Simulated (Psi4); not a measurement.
# SiNHF3 (SMILES [NH][Si](F)(F)F): UTPSS/6-31G(d) (spherical functions)

Aim: the vertical ionisation energy of SiNHF3 at UTPSS/6-31G* (spherical functions), from 2 runs. 

The calculation is run with Psi4 1.11.

4 further runs of the same task are left out: 3 that didn't finish, 1 set aside as unsound or not needed.

## Step 1: Starting point

SiNHF3 has 6 atoms, charge 0, and is taken as a doublet. SMILES: `[NH][Si](F)(F)F`. The shape is that of a PBE0-D4/def2-TZVP optimisation.

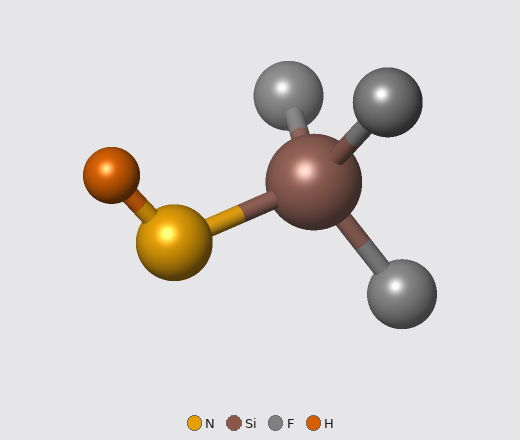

Viewed from a chosen angle; nitrogen amber, silicon brown, fluorine grey, hydrogen orange.

## Step 2: A single-point energy at UTPSS/6-31G(d) (spherical functions)

File f3hnsi.xyz:

```xyz
6
F3HNSi
N     -0.974500     0.604600     0.713900
Si     0.193600    -0.089600    -0.346100
F     -0.087100     0.387600    -1.812600
F      0.123100    -1.661400    -0.330200
F      1.652300     0.359600     0.035600
H     -0.865300     0.335400     1.693200
```

File f3hnsi.py:

```python
import psi4

psi4.set_memory(2200000000)
psi4.set_num_threads(1)
psi4.core.set_output_file('run.log', False)

with open('f3hnsi.xyz') as f:
    atoms = ''.join(f.readlines()[2:])
molecule = psi4.geometry('0 2\n' + atoms + 'symmetry c1')

options = {'basis': '6-31G*', 'reference': 'uks', 'puream': True, 'e_convergence': 1e-09, 'd_convergence': 1e-08, 'scf_type': 'pk', 'dft_radial_points': 99, 'dft_spherical_points': 590, 'maxiter': 100}
psi4.set_options(options)

energy_value, wavefunction = psi4.energy('tpss', molecule=molecule, return_wfn=True)
psi4.oeprop(wavefunction, 'DIPOLE', 'WIBERG_LOWDIN_INDICES', 'MULLIKEN_CHARGES', title='TPSS')
print(f'tpss energy: {energy_value:.10f} Eh')
```

Started as:

```
$ python f3hnsi.py
```

run.log (excerpt; [...] marks lines left out):

```text
[...]
  Running in c1 symmetry.
[...]
  Nuclear repulsion =  256.064953319374581
[...]
  Multiplicity = 2
[...]
  Nalpha       = 25
  Nbeta        = 24
[...]
    Number of basis functions: 76
[...]
   @UKS iter   1:  -644.32621682101660   -3.51282e-01   9.50211e-03 DIIS/ADIIS
[...]
   @UKS iter  14:  -644.52342862934188    6.82121e-13   1.36548e-09 DIIS
[...]
   @S^2 Observed:                7.526947159E-01
[...]
    Orbital Energies [Eh]
    ---------------------
    Alpha Occupied:
       1A    -65.793408     2A    -24.444363     3A    -24.444272
       4A    -24.438504     5A    -14.169103     6A     -5.216311
       7A     -3.592812     8A     -3.592540     9A     -3.589878
      10A     -1.154561    11A     -1.128963    12A     -1.125215
      13A     -0.817697    14A     -0.532567    15A     -0.467124
      16A     -0.463198    17A     -0.452913    18A     -0.406681
      19A     -0.404919    20A     -0.401478    21A     -0.388703
      22A     -0.376683    23A     -0.364759    24A     -0.311111
      25A     -0.288528
    Alpha Virtual:
[...]
  @UKS Final Energy:  -644.52342862934188
   => Energetics <=
    Nuclear Repulsion Energy =            256.0649533193745810
    One-Electron Energy =               -1404.0223824588047137
    Two-Electron Energy =                 563.2774939686928519
    DFT Exchange-Correlation Energy =     -59.8434934586046339
    Empirical Dispersion Energy =           0.0000000000000000
    VV10 Nonlocal Energy =                  0.0000000000000000
    Total Energy =                       -644.5234286293418791
[...]
 Multipole Moments:
 ------------------------------------------------------------------------------------
     Multipole            Electronic (a.u.)      Nuclear  (a.u.)        Total (a.u.)
 ------------------------------------------------------------------------------------
 L = 1.  Multiply by 2.5417464519 to convert [e a0] to [Debye]
 Dipole X            :          1.9812301           -1.9662838            0.0149464
 Dipole Y            :         -1.1072677            0.9656641           -0.1416036
 Dipole Z            :         -2.1659350            2.8531713            0.6872363
 Magnitude           :                                                    0.7018324
[...]
  Mulliken Charges: (a.u.)
   Center  Symbol    Alpha    Beta     Spin     Total
       1     N     4.26218  3.27102  0.99116 -0.53320
       2    SI     6.38871  6.38002  0.00869  1.23127
       3     F     4.67426  4.67057  0.00369 -0.34484
       4     F     4.68041  4.66568  0.01473 -0.34610
       5     F     4.68048  4.66545  0.01503 -0.34593
       6     H     0.31396  0.34726 -0.03330  0.33878
   Total alpha = 25.00000, Total beta = 24.00000, Total charge =  0.00000
  Wiberg Bond Indices using Orthogonal Lowdin Orbitals:
[...]
```

Standard output:

```text
tpss energy: -644.5234286293 Eh
```

Run time: 71 s. Hardware: 1 thread of Intel Xeon Platinum 8259CL at 2.50GHz (Skylake/Cascade Lake), shared host; peak memory 1 GiB.

## Step 3: The singlet cation: energy and gradient at TPSS/6-31G(d) (spherical functions)

File f3hnsi.py:

```python
import psi4

psi4.set_memory('2200 MB')
psi4.set_num_threads(1)
psi4.set_output_file('f3hnsi.out', False)

geom = psi4.geometry("""
1 1
N     -1.84153811     1.14252841     1.34907548
Si     0.36585098    -0.16931946    -0.65403421
F     -0.16459515     0.73245785    -3.42531757
F      0.23262529    -3.13959098    -0.62398757
F      3.12239448     0.67954551     0.06727425
H     -1.63518002     0.63381414     3.19968427
units au
symmetry c1
no_reorient
no_com
""")

psi4.set_options({
    'basis': '6-31G*',
    'reference': 'rks',
    'puream': True,
    'e_convergence': 1e-09,
    'd_convergence': 1e-08,
    'scf_type': 'pk',
    'dft_radial_points': 99,
    'dft_spherical_points': 590,
})

E, wfn = psi4.gradient('tpss', return_wfn=True)
psi4.oeprop(wfn, 'WIBERG_LOWDIN_INDICES', 'DIPOLE', 'QUADRUPOLE', title='TPSS')
print('gradient / Eh bohr^-1')
print(E.np.round(6))
print(f'energy = {wfn.energy():.10f} Eh')
```

Started as:

```
$ python f3hnsi.py
```

f3hnsi.out (excerpt; [...] marks lines left out):

```text
[...]
  Running in c1 symmetry.
[...]
  Nuclear repulsion =  256.064953510434862
[...]
  Multiplicity = 1
[...]
  Nalpha       = 24
  Nbeta        = 24
[...]
    Number of basis functions: 76
[...]
   @RKS iter   1:  -643.94525669887321    2.96786e-02   7.30340e-03 DIIS/ADIIS
[...]
   @RKS iter  16:  -644.06198096928210    0.00000e+00   2.95243e-09 DIIS
[...]
  @RKS Final Energy:  -644.06198096928210
   => Energetics <=
    Nuclear Repulsion Energy =            256.0649535104348615
    One-Electron Energy =               -1390.5116207700730229
    Two-Electron Energy =                 549.7710471006375883
    DFT Exchange-Correlation Energy =     -59.3863608102815590
    Empirical Dispersion Energy =           0.0000000000000000
    VV10 Nonlocal Energy =                  0.0000000000000000
    Total Energy =                       -644.0619809692821036
[...]
  -Total Gradient:
     Atom            X                  Y                   Z
    ------   -----------------  -----------------  -----------------
       1        0.019953793508    -0.013828381095    -0.008730821965
       2       -0.035576279139     0.018368593275     0.049046420766
       3        0.009202353658    -0.008586746844     0.008986360786
       4        0.011490275112     0.013741540460    -0.010704401126
       5       -0.007921994326    -0.011879727422    -0.015401547301
       6        0.002854807461     0.002268256584    -0.023292747176
[...]
 Multipole Moments:
 ------------------------------------------------------------------------------------
     Multipole            Electronic (a.u.)      Nuclear  (a.u.)        Total (a.u.)
 ------------------------------------------------------------------------------------
 L = 1.  Multiply by 2.5417464519 to convert [e a0] to [Debye]
 Dipole X            :        -19.7527852           19.3097885           -0.4429967
 Dipole Y            :          9.4196697           -9.2872480            0.1324217
 Dipole Z            :         33.3973237          -32.3515443            1.0457794
 Magnitude           :                                                    1.1434317
 L = 2.  Multiply by 1.3450342976 to convert [e a0^2] to [Debye ang]
 Quadrupole XX       :       -137.3866391          116.7614895          -20.6251496
 Quadrupole XY       :          5.3948602           -5.1935902            0.2012699
[...]
```

On the terminal:

```text
gradient / Eh bohr^-1
[[ 0.019954 -0.013828 -0.008731]
 [-0.035576  0.018369  0.049046]
 [ 0.009202 -0.008587  0.008986]
 [ 0.01149   0.013742 -0.010704]
 [-0.007922 -0.01188  -0.015402]
 [ 0.002855  0.002268 -0.023293]]
energy = -644.0619809693 Eh
```

It took 59 s on 1 thread of Intel Xeon Platinum 8259CL at 2.50GHz (Skylake/Cascade Lake), shared host; peak memory 1 GiB.

## Step 4: Outcome

At UTPSS/6-31G* (spherical functions):

| quantity | value |
| --- | --- |
| doublet SiNHF3: total energy | -644.52343 Eh |
| doublet SiNHF3: dipole moment | 1.78 D |
| doublet SiNHF3: HOMO energy (highest over α and β) | -7.35 eV |
| doublet SiNHF3: LUMO energy (lowest over α and β) | -5.31 eV |
| doublet SiNHF3: ⟨S²⟩ | 0.753 |
| singlet cation: total energy | -644.06198 Eh |
| singlet cation: HOMO energy | -16.39 eV |
| singlet cation: LUMO energy | -16.12 eV |
| singlet cation: HOMO–LUMO gap | 0.28 eV |
| singlet cation: largest force on an atom | 3.256 eV/Å |
| vertical ionisation energy (to the singlet cation) | 12.557 eV |

What this shows: The vertical ionisation energy comes to 12.56 eV (290 kcal/mol). Only the singlet of the ionised species was computed; a triplet could lie lower.
